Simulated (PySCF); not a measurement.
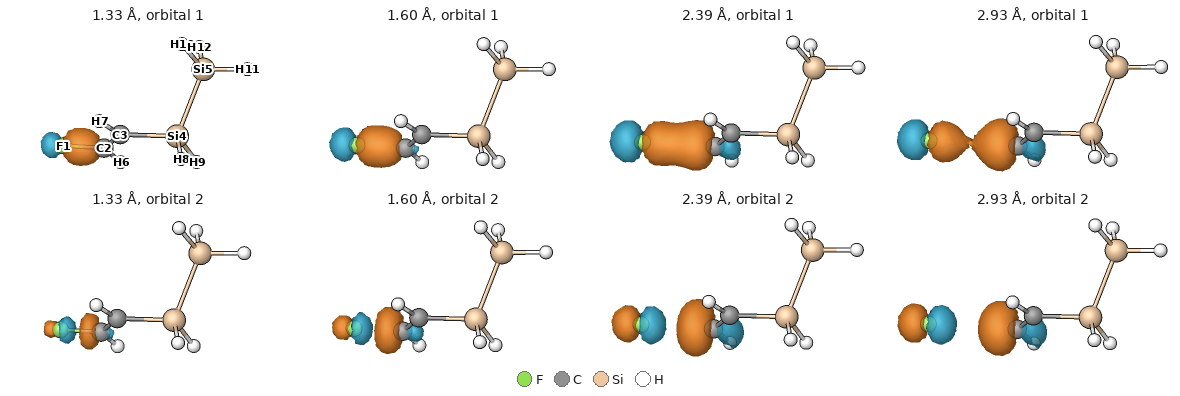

Figure 1: C$_{2}$H$_{7}$FSi$_{2}$, SMILES `F/C=C/[SiH2][SiH3]`. Rigid stretch of the F1–C2 bond. The two CASSCF(2,2) natural orbitals nearest half filling (orbital 1 the more occupied).

Computed with PySCF, 6-31G* basis, geometry: GFN2-xTB. No frequency check shows the geometry to be a minimum.

Coordinates in Å:

```
F1      -3.1798   -0.6297   -0.0159
C2      -2.0387   -0.0024    0.3350
C3      -1.0119    0.1153   -0.4818
Si4      0.6081    0.9421   -0.0080
Si5      2.3040   -0.6330    0.0564
H6      -2.0936    0.3721    1.3465
H7      -1.1089   -0.3144   -1.4697
H8       0.8330    1.9929   -1.0116
H9       0.3827    1.6275    1.2714
H10      2.4703   -1.3262   -1.2244
H11      3.5964   -0.0182    0.3693
H12      2.0724   -1.6710    1.0650
```

### How do the occupations change along the stretch?

1.33 Å: 1.98 and 0.02; 1.60 Å: 1.95 and 0.05; 2.39 Å: 1.60 and 0.40; 2.93 Å: 1.27 and 0.73. At the longest distance computed (3.72 Å) they are 1.06 and 0.94, and the effective number of unpaired electrons is 2.0.

UHF's ⟨S²⟩ passes 1 along the scan (up to 1.23), so it also polarises electrons outside the stretched bond; its energy lowering isn't due to that bond alone.

### Where does the UHF solution part from RHF?

Between 1.60 Å (⟨S²⟩ = 0, the two coincide) and 1.80 Å (⟨S²⟩ = 0.20); at 3.72 Å ⟨S²⟩ is 1.23 and UHF lies 5.5 eV below RHF.

### How much energy does the stretch cost?

By CASSCF, 4.4 eV from the lowest point of the scan (1.33 Å) to 3.72 Å; RHF gives 9.0 eV from its own lowest point. The fragments aren't relaxed and dynamic correlation is missing, so this isn't a bond dissociation energy.
